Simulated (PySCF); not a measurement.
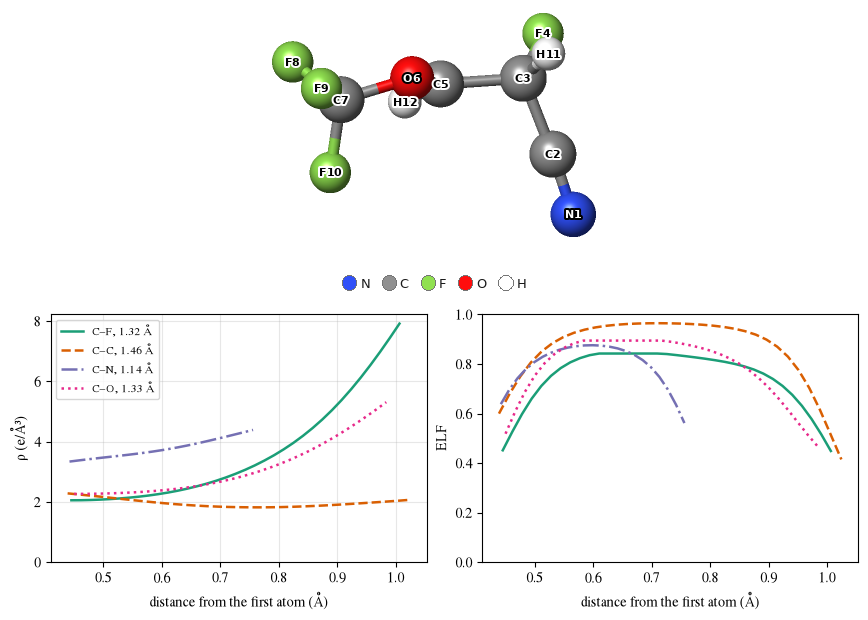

C4H2F4NO (doublet). Electron density and ELF along straight lines between neighbouring atoms. The curves leave out the atomic cores. The structure is drawn too.

Geometry: GFN2-xTB.

Method: UKS B3LYP, pcH-1 on C F H N O, non-relativistic, mean-field spin-orbit, GIAO in PySCF.

```yaml
atoms:
  - { symbol: N, position_ang: [-2.6976, 1.7747, -0.0460] }
  - { symbol: C, position_ang: [-2.2152, 0.7407, -0.0149] }
  - { symbol: C, position_ang: [-1.5336, -0.5540, 0.0228] }
  - { symbol: F, position_ang: [-2.1738, -1.4352, -0.8260] }
  - { symbol: C, position_ang: [-0.1306, -0.3403, -0.3891] }
  - { symbol: O, position_ang: [0.8074, -0.3300, 0.6250] }
  - { symbol: C, position_ang: [2.0127, 0.1518, 0.3169] }
  - { symbol: F, position_ang: [2.5947, -0.5005, -0.6953] }
  - { symbol: F, position_ang: [2.8017, 0.0523, 1.3706] }
  - { symbol: F, position_ang: [1.9756, 1.4393, -0.0492] }
  - { symbol: H, position_ang: [-1.5880, -0.9703, 1.0390] }
  - { symbol: H, position_ang: [0.1479, -0.0292, -1.3801] }
```

### What can be read from the curves?

C–F (1.32 Å): ρ is about 2.5 e/Å³ halfway; the ELF peaks at about 0.85 between the atoms (a polar covalent bond).
C–C (1.46 Å): the density is about 1.8 e/Å³ at the midpoint; the ELF peaks at about 0.95 between the atoms (localised, covalent bonding).
C–N (1.14 Å): ρ is about 3.6 e/Å³ halfway; the ELF peaks at about 0.90 between the atoms: a multiple bond.
C–O (1.33 Å): ρ at the midpoint is about 2.5 e/Å³; the ELF peaks at about 0.90 between the atoms: a shared but strongly polarised pair.
